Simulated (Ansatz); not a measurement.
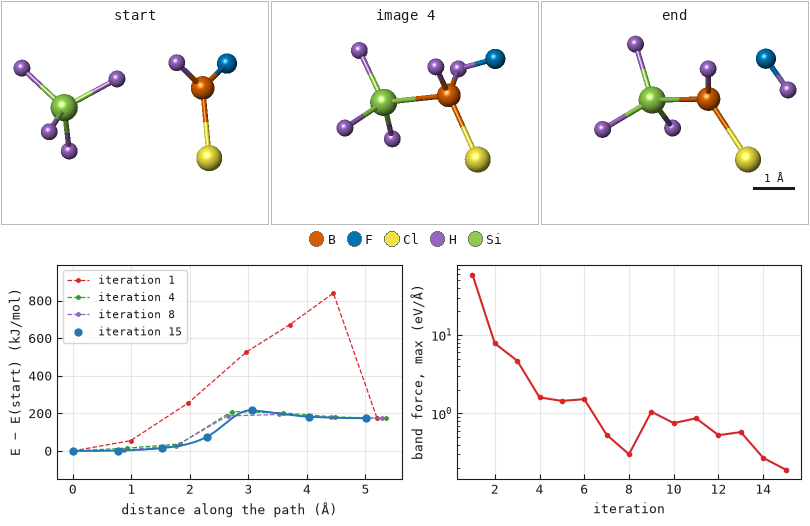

A nudged-elastic-band calculation for BSiH5ClF, made up at the start of BHClF and SiH$_{4}$. Images are numbered from 0 (start) to 6 (end). The plot follows the band through its iterations. The picture is a ball-and-stick view, seen from a free direction.

Theory: Ansatz 0.2.0, RKS PBE/6-31G*. Run with 5 movable images; climbing image; force threshold 0.2 eV/Å; iteration limit 60; starting path through a guess of the saddle point.

> Judge this run.

The run met only a loose threshold, so the barrier can't be trusted yet. The band converged in 15 iterations. The largest component of the band force went from 59 to 0.19 eV/Å. The climbing image converged on the top of the path. Its curvatures weren't checked. The force threshold is so loose that the height of the top is at best an upper bound. The first iteration put the highest image at 839.8 kJ/mol. The energy climbs by 215.9 kJ/mol to image 4 and then falls by 41.9 kJ/mol, so the end point sits at +174.0 kJ/mol.

Limits of the set-up: the start holds two separate molecules, 3.0 Å apart at their closest, whose relative position is a soft coordinate and is computed without a dispersion correction.

Cost: 3.5 min on 1 thread of Intel(R) Xeon(R) Platinum 8259CL CPU @ 2.50GHz (Skylake/Cascade Lake), with other jobs on the host, peak memory 0.13 GiB.
